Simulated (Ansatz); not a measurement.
# Si2H6O (disilanol): BLYP/def2-SVPD

Aim: the vertical ionisation energy of Si2H6O (disilanol) at BLYP/def2-SVPD, from 2 runs. 

The results are computed with Ansatz 0.2.0.

30 further runs of the same task are left out: 30 set aside as unsound or not needed.

### Step 1. The system as given

Si2H6O: 9 atoms, total charge 0, spin state singlet. SMILES: `O[SiH2][SiH3]`. The shape is that of a PBE0-D4/def2-TZVP optimisation. This is one conformer, not always the lowest.

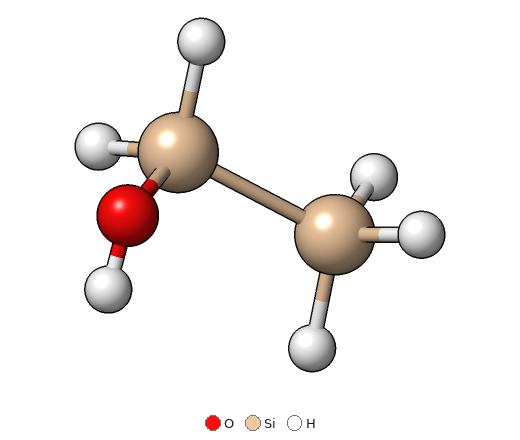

Viewed from a chosen angle; oxygen red, silicon light orange, hydrogen white.

### Step 2. The energy at BLYP/def2-SVPD

input.yaml

```yaml
crystal:
  periodic: [false, false, false]
  atoms:
    - {symbol: O, position_ang: [-1.609000, 1.039900, -0.762000]}
    - {symbol: Si, position_ang: [0.004800, 0.933100, -0.415900]}
    - {symbol: Si, position_ang: [0.544200, -1.038400, 0.738600]}
    - {symbol: H, position_ang: [-1.996600, 0.341400, -1.290800]}
    - {symbol: H, position_ang: [0.830600, 0.994500, -1.657800]}
    - {symbol: H, position_ang: [0.311400, 2.125200, 0.413000]}
    - {symbol: H, position_ang: [2.012900, -1.104800, 0.974500]}
    - {symbol: H, position_ang: [0.146200, -2.228200, -0.066200]}
    - {symbol: H, position_ang: [-0.156000, -1.109100, 2.049500]}
basis:
  gaussian:
    orbitals: def2-SVPD
output: {orbitals: {seedname: orbitals}}
accuracy: high
hamiltonian:
  xc: {name: BLYP}
```

Started as:

```console
ansatz run input.yaml --threads 1 --pin off --max-ram 3480MiB --events-out events.jsonl --progress --plain --runs-dir runs
```

Log:

```text
Warning: RAYON_NUM_THREADS=1 ignored (pool sized by the plan → 1); use --threads N
Functional definition: BLYP
  name "BLYP"
  parameter beta = 0.0042
  parameter a = 0.04918
  parameter b = 0.132
  parameter c = 0.2533
  parameter d = 0.349
  exchange = b88_x(beta = beta)
  correlation = lyp_c(a = a, b = b, c = c, d = d)
2341 factors; integrals over basis functions are off by at most 3.8e-9 eV
mean field evaluation 1: about -17886.3598 eV, gradient 6.1e1 eV
mean field evaluation 2: about -17840.8779 eV, gradient 1.5e2 eV
mean field evaluation 4: about -17893.3131 eV, gradient 5.3e0 eV
mean field evaluation 8: about -17893.4251 eV, gradient 6.5e-2 eV
mean field evaluation 16: about -17893.4251 eV, gradient 7.4e-6 eV
mean field -17893.42506957 eV, -657.5712427076 hartree, gradient 5.0e-8 eV, S^2 0.000000; 0 other end points of the search recorded, 0 dependent functions left out
reference -17893.42513324 eV, -657.5712450473 hartree; 21, 21 occupied and 98, 98 virtual orbitals, 2341 factors
Total energy: -17893.42513324 eV, -657.5712450473 hartree
```

It took 11 s on 1 thread of Arm Neoverse V1, shared host; peak memory 0.34 GiB.

### Step 3. The doublet cation, same level

run.yaml

```yaml
crystal:
  periodic: [false, false, false]
  atoms:
    - {symbol: O, position_ang: [-1.609000, 1.039900, -0.762000]}
    - {symbol: Si, position_ang: [0.004800, 0.933100, -0.415900]}
    - {symbol: Si, position_ang: [0.544200, -1.038400, 0.738600]}
    - {symbol: H, position_ang: [-1.996600, 0.341400, -1.290800]}
    - {symbol: H, position_ang: [0.830600, 0.994500, -1.657800]}
    - {symbol: H, position_ang: [0.311400, 2.125200, 0.413000]}
    - {symbol: H, position_ang: [2.012900, -1.104800, 0.974500]}
    - {symbol: H, position_ang: [0.146200, -2.228200, -0.066200]}
    - {symbol: H, position_ang: [-0.156000, -1.109100, 2.049500]}
basis:
  gaussian:
    orbitals: def2-SVPD
total_charge: 1
magnetization:
  spin_polarized: true
  initial_magnetization: 1
hamiltonian:
  xc: {name: BLYP}
accuracy: high
output:
  orbitals: {seedname: orbitals}
```

Started as:

```console
ansatz run run.yaml --threads 1 --pin off --max-ram 3480MiB --events-out events.jsonl --progress --plain --runs-dir runs
```

Log:

```text
Warning: RAYON_NUM_THREADS=1 ignored (pool sized by the plan → 1); use --threads N
[... 9 set-up lines as earlier in the session ...]
2341 factors; integrals over basis functions are off by at most 3.8e-9 eV
mean field evaluation 1: about -17868.4415 eV, gradient 6.4e1 eV
mean field evaluation 2: about -17709.8242 eV, gradient 1.4e2 eV
mean field evaluation 4: about -17879.5048 eV, gradient 2.3e1 eV
mean field evaluation 8: about -17883.8552 eV, gradient 1.9e-1 eV
mean field evaluation 16: about -17883.8501 eV, gradient 4.2e-4 eV
mean field evaluation 32: about -17882.4349 eV, gradient 2.6e0 eV
mean field -17883.85005013 eV, -657.2193672333 hartree, gradient 9.8e-8 eV, S^2 0.752175; 3 other end points of the search recorded, 0 dependent functions left out
reference -17883.85011595 eV, -657.2193696521 hartree; 21, 20 occupied and 98, 99 virtual orbitals, 2341 factors
Total energy: -17883.85011595 eV, -657.2193696521 hartree
```

Run time: 20 s. Hardware: 1 thread of Arm Neoverse V1, shared host; peak memory 0.45 GiB.

### Step 4. Outcome

At BLYP/def2-SVPD:

| quantity | value |
| --- | --- |
| singlet Si2H6O: total energy | -657.57125 Eh |
| singlet Si2H6O: HOMO energy | -6.57 eV |
| singlet Si2H6O: LUMO energy | -1.22 eV |
| singlet Si2H6O: HOMO–LUMO gap | 5.35 eV |
| doublet cation: total energy | -657.21937 Eh |
| doublet cation: HOMO energy (highest over α and β) | -13.45 eV |
| doublet cation: LUMO energy (lowest over α and β) | -12.59 eV |
| doublet cation: ⟨S²⟩ | 0.752 |
| vertical ionisation energy (to the doublet cation) | 9.575 eV |

What this shows: The vertical ionisation energy comes to 9.58 eV (924 kJ/mol). The negative HOMO energy of the first species, 6.57 eV, lies 3.01 eV below that difference.
